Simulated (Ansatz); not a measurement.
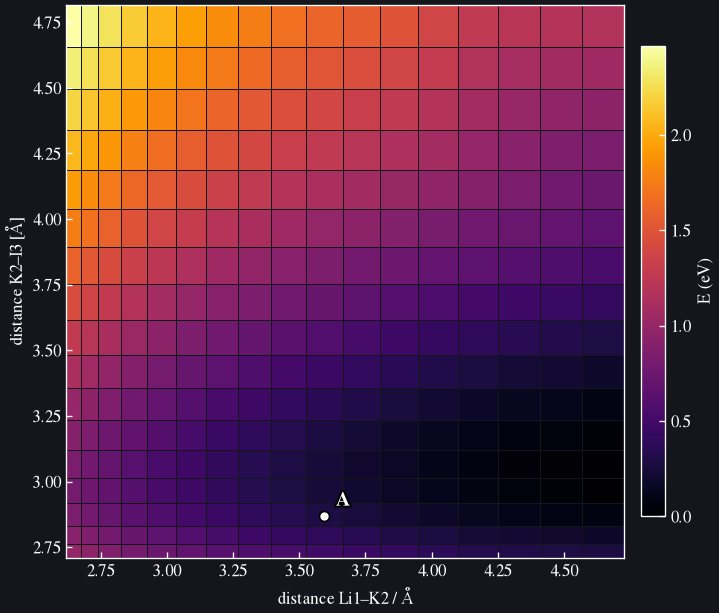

The system Li⁺ + KI. First axis: distance Li1–K2. Second axis: distance K2–I3. Nothing is relaxed (the angle Li1–K2–I3 is fixed at 100 degrees). Grid: 17 × 17 points. All energies are given in eV relative to the lowest grid point. The D4 coefficients can switch as the alkali atoms part, which puts small steps into the map. All numbers below come from RKS PBE0-D4/def2-SVPD in Ansatz.

In the figure: one coloured cell a grid point, the point A.

Is A at rest? If not, where is it pushed?

Answer. A, at distance Li1–K2 = 3.595 Å, distance K2–I3 = 2.870 Å, is not a stationary point. The computed force is 0.3 eV for each Å towards larger values of distance Li1–K2 and 0.84 eV for each Å towards larger values of distance K2–I3.
